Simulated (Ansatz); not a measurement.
**H5W···NH3 (doublet): density, localisation and related maps**

Input file:

```
crystal:
  periodic: [false, false, false]
  atoms:
    - { symbol: W, position_ang: [0.0, 0.0, 0.0] }
    - { symbol: H, position_ang: [0.0, 0.0, 1.97] }
    - { symbol: H, position_ang: [1.72, 0.0, 0.0] }
    - { symbol: H, position_ang: [0.0, 1.72, 0.0] }
    - { symbol: H, position_ang: [-1.72, 0.0, 0.0] }
    - { symbol: H, position_ang: [0.0, -1.72, 0.0] }
    - { symbol: H, position_ang: [0.0, 0.0, -1.72] }
    - { symbol: "N", position_ang: [0.0, 0.0, 3.33] }
    - { symbol: H, position_ang: [-0.496, -0.7725, 3.86] }
    - { symbol: H, position_ang: [0.496, 0.7725, 3.86] }
magnetization:
  spin_polarized: true
  initial_magnetization: 1
basis:
  gaussian: { orbitals: def2-SVP }
hamiltonian:
  xc: lda
relax:
  f_tol: 0.15
  max_steps: 25
  restrain:
    - { distance: [1, 7], at: 1.06, k: 30.0 }
    - { distance: [0, 1], at: 2.92, k: 30.0 }
output:
  orbitals: {}
```

Command:

```sh
ansatz run input.yaml --threads 2 --pin off --max-ram 3072MiB --backend cpu --events-out ev --progress --plain --runs-dir out
```

The fields are those of the run's last geometry, not of the input's.

Core potentials replace the inner electrons of W; not at a stationary point (largest force 0.9 eV/Å).

Level of theory: Ansatz, UKS LDA/def2-SVP.

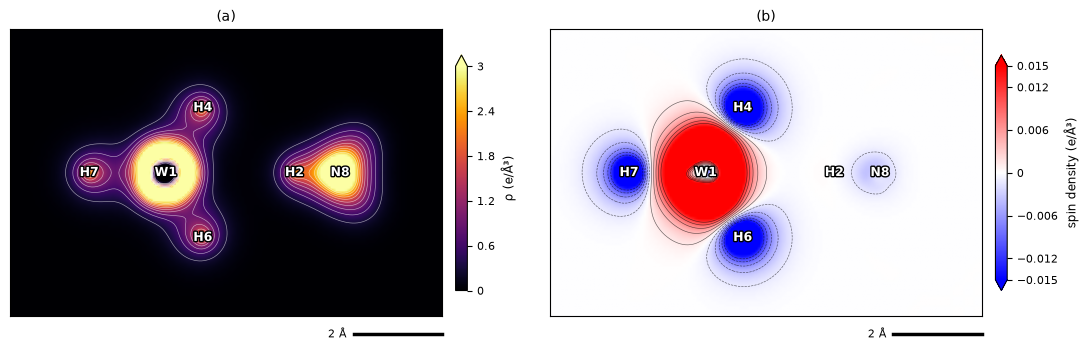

Figure 1. (a) electron density; (b) spin density on the plane of atoms H4, W1 and H7.

### Describe what can be read from this map.

- Atoms in the plane: W, H and N.
- W1···H2 (2.92 Å): the density falls to about 0.04 e/Å³ on the way.
- N–H (1.03 Å): ρ is about 2.6 e/Å³ halfway.
- W–H (1.69 Å): ρ is about 1.5 e/Å³ halfway.
- The unpaired spin (1 electron) lies mostly on W1 (about 1.0), in electrons by Hirshfeld's partition.

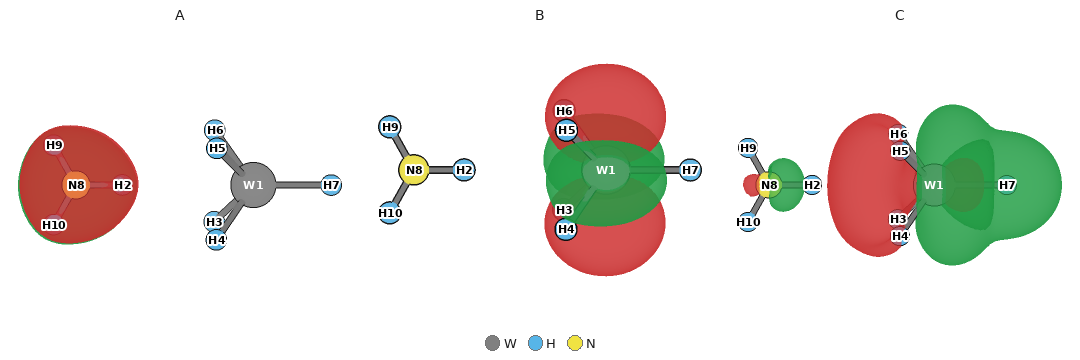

Figure 2. Three frontier orbitals at ±0.08 Å⁻³ᐟ² (green and red are the two phases), in no order.

### Which picture is the HOMO−1, the HOMO and the LUMO? All are α orbitals.

B is the HOMO−1 (α) (−5.06 eV). It lies mainly on W1 (about 85 %). A is the HOMO (α) (−4.59 eV). By Hirshfeld shares it lies mainly on N8 (about 80 %); largely a lone pair of N8. C is the LUMO (α) (−3.78 eV). Its weight (Hirshfeld) is mainly on W1 (about 65 %) and H7 (about 10 %).

### What is the gap between the highest occupied and lowest empty α orbitals?

0.81 eV between the orbital energies.
